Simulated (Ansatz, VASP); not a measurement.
# Ni16N (Ni(100)) in two plane-wave programs, part 2 of 2

One calculation is typed for both programs; each brings its own data sets and cutoff. How far apart do they land?

VASP 6.6.1 and Ansatz 0.2.0.

So far: The starting structure; Ansatz: single point, RPBE.

## 3. VASP: single point, RPBE

Level of this step: RPBE, spin-polarised from a ferromagnetic start; plane waves and PAW (Ni, N) (VASP).

The same cell, functional, mesh and smearing now go to VASP, with its own data sets and cutoff.

Lines of VASP's logs that name or quote its potential files are left out, and so is its time.

INCAR reads:

```
SYSTEM = Ni16N
PREC = Normal
ENCUT = 440
EDIFF = 1E-06
NELM = 120
ISMEAR = 1
SIGMA = 0.15
LREAL = Auto
ALGO = Fast
GGA = RP
NBANDS = 120
ISPIN = 2
MAGMOM = 1 1 1 1 1 1 1 1 1 1 1 1 1 1 1 1 0
LASPH = .TRUE.
LMAXMIX = 4
LORBIT = 11
LWAVE = .FALSE.
LCHARG = .FALSE.
KPAR = 2
NCORE = 2
IDIPOL = 3
LDIPOL = .TRUE.
DIPOL = 0.5 0.5 0.512
LVHAR = .TRUE.
LVACPOTAV = .TRUE.
NEDOS = 1500
```

POSCAR reads:

```
Ni16N
1.0
    5.0272167418      0.0000000000      0.0000000000
    0.0000000000      5.0272167418      0.0000000000
    0.0000000000      0.0000000000     20.3321685729
Ni N
16 1
Selective dynamics
Direct
    0.2500000000      0.2500000000      0.3688735900  F F F
    0.7500000000      0.2500000000      0.3688735900  F F F
    0.2500000000      0.7500000000      0.3688735900  F F F
    0.7500000000      0.7500000000      0.3688735900  F F F
    0.0000000000      0.0000000000      0.4562912000  F F F
    0.5000000000      0.0000000000      0.4562912000  F F F
    0.0000000000      0.5000000000      0.4562912000  F F F
    0.5000000000      0.5000000000      0.4562912000  F F F
    0.2502464564      0.2502464564      0.5443913437  T T T
    0.7497535436      0.2502464564      0.5443913437  T T T
    0.2502464564      0.7497535436      0.5443913437  T T T
    0.7497535436      0.7497535436      0.5443913437  T T T
    0.0000000000      0.0000000000      0.6304131140  T T T
    0.5000000000      0.0000000000      0.6313662122  T T T
    0.0000000000      0.5000000000      0.6313662122  T T T
    0.5000000000      0.5000000000      0.6274328644  T T T
    0.0000000000      0.0000000000      0.7102672045  T T T
```

KPOINTS reads:

```
Automatic mesh
0
Gamma
5 5 1
0 0 0
```

Potentials, in the order of the species: Ni and N (PBE family, release 64).

Launch:

```sh
$ mpirun -np 4 vasp_std
```

Numbers of over 12 decimals in the logs are rounded to 6 here.

The log of the run:

```text
[banner, memory and clock lines left out]
running    4 mpi-ranks, on    1 nodes
 distrk:  each k-point on    2 cores,    2 groups
 distr:  one band on    2 cores,    1 groups

 POSCAR found type information on POSCAR NiN
 POSCAR found :  2 types and      17 ions
|                                                                             |
|               ----> ADVICE to this user running VASP <----                  |
|                                                                             |
|     You enforced a specific xc type in the INCAR file but a different       |
|     [... a line on the potential file left out ...]
|     I HOPE YOU KNOW WHAT YOU ARE DOING!                                     |
|                                                                             |

 LDA part: xc-table for (Slater+PW92), standard interpolation
 POSCAR, INCAR and KPOINTS ok, starting setup
 FFT: planning ... GRIDC
 FFT: planning ... GRID_SOFT
 FFT: planning ... GRID
 WAVECAR not read
 entering main loop
       N       E                     dE             d eps       ncg     rms          rms(c)
DAV:   1     0.120107642680E+04    0.12011E+04   -0.64388E+04  2880   0.131E+03
DAV:   2     0.383384130096E+02   -0.11627E+04   -0.10881E+04  2880   0.313E+02
DAV:   3    -0.867020743172E+02   -0.12504E+03   -0.10895E+03  3184   0.131E+02
DAV:   4    -0.951694118289E+02   -0.84673E+01   -0.80978E+01  3152   0.322E+01
DAV:   5    -0.953289159274E+02   -0.15950E+00   -0.15934E+00  3168   0.423E+00    0.406E+01
RMM:   6    -0.115521824373E+03   -0.20193E+02   -0.16607E+02  3265   0.666E+01    0.566E+01
RMM:   7    -0.128040858608E+03   -0.12519E+02   -0.40999E+01  3302   0.303E+01    0.813E+01
RMM:   8    -0.880326670132E+02    0.40008E+02   -0.10932E+01  3221   0.161E+01    0.419E+01
RMM:   9    -0.869971110613E+02    0.10356E+01   -0.18110E+01  3329   0.204E+01    0.486E+01
RMM:  10    -0.852204113165E+02    0.17767E+01   -0.14195E+01  3200   0.169E+01    0.421E+01
RMM:  11    -0.787606345190E+02    0.64598E+01   -0.99474E+00  3317   0.157E+01    0.256E+01
RMM:  12    -0.784707653549E+02    0.28987E+00   -0.29282E+00  3243   0.814E+00    0.283E+01
RMM:  13    -0.784921906717E+02   -0.21425E-01   -0.18259E+00  3249   0.632E+00    0.292E+01
RMM:  14    -0.778489842944E+02    0.64321E+00   -0.38974E-01  3216   0.280E+00    0.241E+01
[...]
RMM:  42    -0.788751642765E+02   -0.21398E-05   -0.75187E-07  2383   0.174E-03    0.520E-03
RMM:  43    -0.788751669683E+02   -0.26918E-05   -0.24224E-07  2196   0.120E-03    0.450E-03
RMM:  44    -0.788751708658E+02   -0.38975E-05   -0.18380E-07  2138   0.105E-03    0.356E-03
RMM:  45    -0.788751769839E+02   -0.61182E-05   -0.11798E-07  1951   0.950E-04    0.170E-03
RMM:  46    -0.788751826959E+02   -0.57120E-05   -0.12689E-07  1973   0.895E-04    0.146E-03
RMM:  47    -0.788751855994E+02   -0.29035E-05   -0.68463E-08  1713   0.712E-04    0.910E-04
RMM:  48    -0.788751868700E+02   -0.12706E-05   -0.33379E-08  1467   0.603E-04    0.420E-04
RMM:  49    -0.788751873692E+02   -0.49919E-06   -0.19000E-08  1327   0.537E-04
|                                                                             |
|           W    W    AA    RRRRR   N    N  II  N    N   GGGG   !!!           |
|           W    W   A  A   R    R  NN   N  II  NN   N  G    G  !!!           |
|           W    W  A    A  R    R  N N  N  II  N N  N  G       !!!           |
|           W WW W  AAAAAA  RRRRR   N  N N  II  N  N N  G  GGG   !            |
|           WW  WW  A    A  R   R   N   NN  II  N   NN  G    G                |
|           W    W  A    A  R    R  N    N  II  N    N   GGGG   !!!           |
|                                                                             |
|     Did not find any points to average over, which means that no vacuum     |
|     field-free region was found. Please increase the size of  your cell     |
|     in the dimension of the dipole correction to obtain accurate            |
|     workfunction values.                                                    |
|                                                                             |

   1 F= -.78875187E+02 E0= -.78880042E+02  d E =0.145646E-01  mag=    11.5487
```

From OUTCAR (step 3):

```text
ion  position               nearest neighbor table
   1  0.250  0.250  0.369-   2 2.51   3 2.51   3 2.51   2 2.51   7 2.51   8 2.51   5 2.51   6 2.51

  LATTYP: Found a simple tetragonal cell.
 ALAT       =     5.0272167418
 C/A-ratio  =     4.0444185356

 Subroutine GETGRP returns: Found  8 space group operations
 (whereof  8 operations were pure point group operations)

The static configuration has the point symmetry C_4v.

 Found      6 irreducible k-points:

   k-points           NKPTS =      6   k-points in BZ     NKDIM =      6   number of bands    NBANDS=    120

   dimension x,y,z NGX =    28 NGY =   28 NGZ =  108
   dimension x,y,z NGXF=    56 NGYF=   56 NGZF=  216

   ENCUT  =  440.0 eV  32.34 Ry    5.69 a.u.   8.60  8.60 34.77*2*pi/ulx,y,z

   NELECT =     165.0000    total number of electrons

 k-points in reciprocal lattice and weights: Automatic mesh
   0.00000000  0.00000000  0.00000000       0.040
   0.20000000  0.00000000  0.00000000       0.160
   0.40000000  0.00000000  0.00000000       0.160
   0.20000000  0.20000000  0.00000000       0.160
   0.40000000  0.20000000  0.00000000       0.320
   0.40000000  0.40000000  0.00000000       0.160

 dipolmoment           0.000000      0.000000      0.169464 electrons x Angstroem

 average (electrostatic) potential at core
       1 -91.1971       2 -91.1971       3 -91.1971       4 -91.1971       5 -91.5642
       6 -91.5688       7 -91.5688       8 -91.5387       9 -91.5913      10 -91.5913
      11 -91.5913      12 -91.5913      13 -92.3965      14 -91.1568      15 -91.1568
      16 -91.2622      17 -69.4348

 E-fermi :  -0.0154

 spin component 1
 k-point     1 :       0.0000    0.0000    0.0000
  band No.  band energies     occupation
    ...
     83      -0.5039      1.00002
     84      -0.5039      1.00002
     85      -0.3730      1.00192
     86      -0.2670      1.01956
     87      -0.0331      0.59873
     88       0.4203     -0.00016
     89       0.5765     -0.00000
     90       0.7027     -0.00000
     91       0.7027     -0.00000
     92       0.9153     -0.00000
    ...

 k-point     2 :       0.2000    0.0000    0.0000
  band No.  band energies     occupation
    ...
     84      -0.5349      1.00001
     85      -0.4788      1.00006
     86      -0.4049      1.00074
     87      -0.3828      1.00145
     88      -0.1456      1.00546
     89       0.2540     -0.01457
     90       0.9545     -0.00000
     91       1.0103     -0.00000
     92       1.1866     -0.00000
     93       1.2470     -0.00000
    ...

 k-point     3 :       0.4000    0.0000    0.0000
  band No.  band energies     occupation
    ...
     84      -0.6314      1.00000
     85      -0.6249      1.00000
     86      -0.6232      1.00000
     87      -0.3362      1.00499
     88      -0.3237      1.00666
     89       0.4093     -0.00023
     90       1.0255     -0.00000
     91       1.5033     -0.00000
     92       1.5955     -0.00000
     93       2.1288     -0.00000
    ...

 k-point     4 :       0.2000    0.2000    0.0000
  band No.  band energies     occupation
    ...
     84      -0.5555      1.00000
     85      -0.5367      1.00001
     86      -0.4785      1.00006
     87      -0.3235      1.00669
     88      -0.2869      1.01407
     89       0.0708      0.09156
     90       0.2630     -0.01236
     91       0.4083     -0.00024
     92       1.3034     -0.00000
     93       1.5649     -0.00000
    ...

 k-point     5 :       0.4000    0.2000    0.0000
  band No.  band energies     occupation
    ...
     84      -0.7099      1.00000
     85      -0.6679      1.00000
     86      -0.4670      1.00009
     87      -0.3615      1.00262
     88      -0.1933      1.03521
     89      -0.0077      0.45613
     90       0.3489     -0.00158
     91       0.5885     -0.00000
     92       0.9710     -0.00000
     93       1.2080     -0.00000
    ...

 k-point     6 :       0.4000    0.4000    0.0000
  band No.  band energies     occupation
    ...
     85      -0.6944      1.00000
     86      -0.6871      1.00000
     87      -0.5316      1.00001
     88      -0.4559      1.00013
     89      -0.1394      0.99649
     90       0.1181     -0.00965
     91       0.2461     -0.01668
     92       0.7915     -0.00000
     93       0.9694     -0.00000
     94       1.6955     -0.00000
    ...

  Total       -6.8204328     -6.8204328     -2.8809380      0.0000000     -0.0000000      0.0000000
  in kB      -21.2658917    -21.2658917     -8.9826727      0.0000000     -0.0000000      0.0000000
  external PRESSURE =     -17.1714854 kB  Pullay stress =       0.0000000 kB

  energy-cutoff  :      440.00
  volume of cell :      513.85
      direct lattice vectors                 reciprocal lattice vectors
     5.027216742  0.000000000  0.000000000     0.198917224  0.000000000  0.000000000
     0.000000000  5.027216742  0.000000000     0.000000000  0.198917224  0.000000000
     0.000000000  0.000000000 20.332168573     0.000000000  0.000000000  0.049183145

 POSITION                                       TOTAL-FORCE (eV/Angst)
 -----------------------------------------------------------------------------------
      1.25680      1.25680      7.50000         0.020701      0.020701      0.306752
      3.77041      1.25680      7.50000        -0.020701      0.020701      0.306752
      1.25680      3.77041      7.50000         0.020701     -0.020701      0.306752
      3.77041      3.77041      7.50000        -0.020701     -0.020701      0.306752
      0.00000      0.00000      9.27739         0.000000      0.000000     -0.207499
      2.51361      0.00000      9.27739         0.000000      0.000000     -0.264388
      0.00000      2.51361      9.27739         0.000000      0.000000     -0.264388
      2.51361      2.51361      9.27739         0.000000      0.000000     -0.407371
      1.25804      1.25804     11.06866        -0.002145     -0.002145     -0.013445
      3.76917      1.25804     11.06866         0.002145     -0.002145     -0.013445
      1.25804      3.76917     11.06866        -0.002145      0.002145     -0.013445
      3.76917      3.76917     11.06866         0.002145      0.002145     -0.013445
      0.00000      0.00000     12.81767         0.000000      0.000000     -0.023540
      2.51361      0.00000     12.83704         0.000000      0.000000      0.002091
      0.00000      2.51361     12.83704         0.000000      0.000000      0.002091
      2.51361      2.51361     12.75707         0.000000      0.000000     -0.005376
      0.00000      0.00000     14.44127         0.000000      0.000000     -0.004848
 -----------------------------------------------------------------------------------
    total drift:                                0.000000      0.000000      0.025572

  FREE ENERGIE OF THE ION-ELECTRON SYSTEM (eV)
  ---------------------------------------------------
  free  energy   TOTEN  =       -78.8751873692 eV

  energy  without entropy=      -78.8897519275  energy(sigma->0) =      -78.88004222

 vacuum level on the upper side and lower side of the slab         5.901         4.687

 total charge
# of ion       s       p       d       tot
------------------------------------------
    1        0.458   0.317   8.307   9.082
    2        0.458   0.317   8.307   9.082
    3        0.458   0.317   8.307   9.082
    4        0.458   0.317   8.307   9.082
    5        0.477   0.466   8.289   9.232
    6        0.479   0.466   8.287   9.231
    7        0.479   0.466   8.287   9.231
    8        0.477   0.467   8.291   9.234
    9        0.483   0.477   8.293   9.254
   10        0.483   0.477   8.293   9.254
   11        0.483   0.477   8.293   9.254
   12        0.483   0.477   8.293   9.254
   13        0.595   0.671   8.335   9.602
   14        0.424   0.315   8.327   9.065
   15        0.424   0.315   8.327   9.065
   16        0.469   0.329   8.328   9.126
   17        1.366   2.081   0.000   3.447
--------------------------------------------------
tot          8.953   8.752 132.872 150.577

 magnetization (x)
# of ion       s       p       d       tot
------------------------------------------
    1       -0.003  -0.021   0.779   0.755
    2       -0.003  -0.021   0.779   0.755
    3       -0.003  -0.021   0.779   0.755
    4       -0.003  -0.021   0.779   0.755
    5       -0.009  -0.026   0.720   0.685
    6       -0.008  -0.027   0.758   0.724
    7       -0.008  -0.027   0.758   0.724
    8       -0.007  -0.024   0.717   0.686
    9       -0.007  -0.026   0.744   0.710
   10       -0.007  -0.026   0.744   0.710
   11       -0.007  -0.026   0.744   0.710
   12       -0.007  -0.026   0.744   0.710
   13       -0.001  -0.012   0.389   0.377
   14       -0.012  -0.016   0.719   0.691
   15       -0.012  -0.016   0.719   0.691
   16       -0.012  -0.025   0.811   0.775
   17        0.009   0.430   0.000   0.438
--------------------------------------------------
tot         -0.101   0.069  11.685  11.654

[... 6 further parts left out ...]
```

## 4. Side by side

Known differences besides the PAW data sets themselves: the data sets hold 293 valence electrons in Ansatz (default PAW (the set named soft_2) files) and 165 in VASP; the cutoff is 420 eV in Ansatz and 440 eV in VASP (PREC = Normal, projectors in real space); Ansatz makes its cores anew for this functional, VASP keeps those of its PBE data sets; site moments are counted in spheres of each program's own size. Total energies have different zeros and are not compared.

Both answers:

```tsv
quantity	Ansatz	VASP	difference
total moment (μB)	11.72	11.55	+0.17
moment on Ni16 (μB)	0.82	0.78	+0.04
moment on Ni1 (μB)	0.79	0.76	+0.04
moment on Ni3 (μB)	0.79	0.76	+0.04
moment on Ni2 (μB)	0.79	0.76	+0.04
moment on Ni4 (μB)	0.79	0.76	+0.04
moment on Ni6 (μB)	0.77	0.72	+0.05
moment on Ni7 (μB)	0.77	0.72	+0.05
moment on Ni9 (μB)	0.76	0.71	+0.05
work function, lower of the two faces (eV)	4.72	4.70	+0.02
work function, higher of the two faces (eV)	5.90	5.92	-0.01
```

Forces on 10 of the 17 atoms, picked by the larger force of the two programs (eV/Å; atoms numbered as in POSCAR):

```tsv
atom	Ansatz x, y, z	VASP x, y, z
Ni1	0.022, 0.022, 0.325	0.021, 0.021, 0.307
Ni2	-0.022, 0.022, 0.325	-0.021, 0.021, 0.307
Ni3	0.022, -0.022, 0.325	0.021, -0.021, 0.307
Ni4	-0.022, -0.022, 0.325	-0.021, -0.021, 0.307
Ni5	0.000, 0.000, -0.222	0.000, 0.000, -0.207
Ni6	0.000, 0.000, -0.276	0.000, 0.000, -0.264
Ni7	0.000, 0.000, -0.276	0.000, 0.000, -0.264
Ni8	0.000, 0.000, -0.414	0.000, 0.000, -0.407
Ni13	0.000, 0.000, 0.206	0.000, 0.000, -0.024
N17	0.000, 0.000, -0.214	0.000, 0.000, -0.005
```

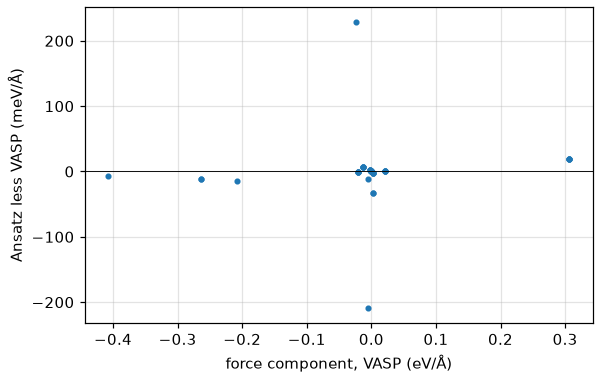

Difference of the force components against their size.

The forces differ by 44 meV/Å r.m.s., which is 37.2 % of the r.m.s. force of 0.12 eV/Å (both taken over all components, held atoms included).

## 5. What moves the difference

The difference is large enough to ask for its cause, so further runs change the set-up of one program at a time, as the table lists.

```tsv
run	r.m.s. force difference (meV/Å)
as above	44
cores kept as stored, as VASP does	46
norm-conserving potentials (cutoff 1400 eV)	33
```

## 6. Summary of results

```
r.m.s. force difference (single point, RPBE) : 44 meV/Å
```

What this shows: The r.m.s. force difference is 44 meV/Å (single point, RPBE), beyond the 12 meV/Å picked in this series as the mark of a large difference. For single point, RPBE: no further run halves the r.m.s. force difference; only Ansatz's side was varied. 1 further run on this material is not shown. Differences of this kind measure data sets and numerical settings, not the functional's error against experiment.

[Lines on the potential files, build, host, timing and source positions are cut from VASP's logs without a mark.]

[Logs are printed without paths, hosts, clocks, repeated set-up lines and the standing remarks that a program may print on its own settings, such as how far it seeks lower states.]

[Hosts, paths, dates, database ids (printed as entryN), source tags and the programs' standing remarks are cut or masked in the printed files.]
